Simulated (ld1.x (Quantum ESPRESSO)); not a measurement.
Bi (Z = 83), norm-conserving Troullier–Martins (Kleinman–Bylander form), made with ld1.x (Quantum ESPRESSO) 7.5 (LDA (PZ), scalar-relativistic). Core [Xe] 4f14, reference 5d10 6s2 6p2.5 (charge +0.5). Waves: 6s (bound): rc 1.75 bohr; 6p (bound): rc 2.20 bohr; 5d (bound): rc 1.80 bohr. Local part: all-electron potential smoothed inside 1.85 bohr (lloc = -1). Core correction: a·sin(br)/r model core inside 1.05 bohr.

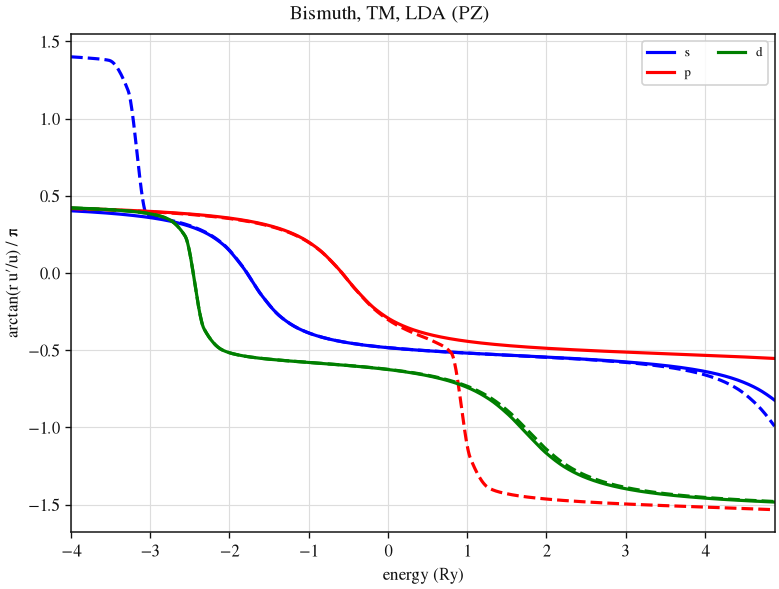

Unwrapped phase arctan(r u′/u) in units of π against energy, all-electron (solid) and pseudo (dashed); the pseudo phase is matched to the all-electron one at the reference energy. Here u = r R(r). A near-vertical step is a level narrower than the spacing of the points behind the curves.

**Over which energies does the pseudo-atom scatter like the all-electron atom (phases within 0.05 rad)?**

s: between about -3.1 and 3.8 Ry; p: up to about 0.2 Ry; d: up to about 1.4 Ry.

**Does the potential have spurious states?**

Going away from the reference energies, the phases part by more than π/2 in: s at about -3.2 Ry (below its reference energy, pseudo phase higher, at the flagged ghost); p at about 0.9 Ry (above its reference energy, pseudo phase lower). Such a step is either a state that only one of the two atoms has or an ordinary level shifted in energy. The separate test gives: ghost state below the valence levels: s at -44.3 eV.
